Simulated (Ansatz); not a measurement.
# H2OSTe: the cost of one run

Method: single points in def2-TZVPP; program: Ansatz 0.2.0, Gaussian basis.

Cores are frozen in the correlated methods. Filled d shells of the heavier atoms are correlated. Core potentials replace the inner electrons past krypton, and spin-orbit coupling is left out.

1 further run of the same task is left out (it didn't finish).

## (1) The starting structure

5 atoms, charge 0, spin multiplicity 1.

Atoms are counted from 1 here; the program's logs count them from 0.

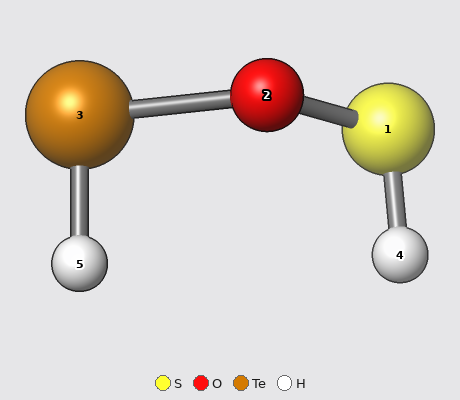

As it starts; sulfur yellow, oxygen red, tellurium orange, hydrogen white; atoms are numbered from 1 in the order of the file.

Geometry (Å):

| atom | x (Å) | y (Å) | z (Å) |
| --- | --- | --- | --- |
| S1 | -1.3417 | -0.9865 | -0.0673 |
| O2 | -0.3885 | -0.0541 | 0.8874 |
| Te3 | 1.6674 | 0.0240 | 0.7390 |
| H4 | -1.5175 | -0.1165 | -1.0998 |
| H5 | 1.6001 | 1.0956 | -0.4559 |

## (2) PBE-D4/def2-TZVPP

The input, run/in.yaml:

```yaml
crystal:
  periodic: [false, false, false]
  atoms:
    - {symbol: S, position_ang: [-1.341671, -0.986528, -0.067264]}
    - {symbol: O, position_ang: [-0.388463, -0.054106, 0.887360]}
    - {symbol: Te, position_ang: [1.667430, 0.024023, 0.739032]}
    - {symbol: H, position_ang: [-1.517454, -0.116535, -1.099771]}
    - {symbol: H, position_ang: [1.600057, 1.095592, -0.455856]}
basis:
  gaussian: {orbitals: def2-TZVPP}
hamiltonian: {xc: pbe, dispersion: d4}
output: {forces: true}
```

Started as:

```
ansatz run in.yaml --threads 2 --pin off --events-out ev --progress --plain --max-ram 3481MiB
```

**Question.** How long does this run take on 2 threads of Arm Neoverse V2, shared host, and how much memory does it need?

About 1.6 s, with a peak of 0.16 GiB.
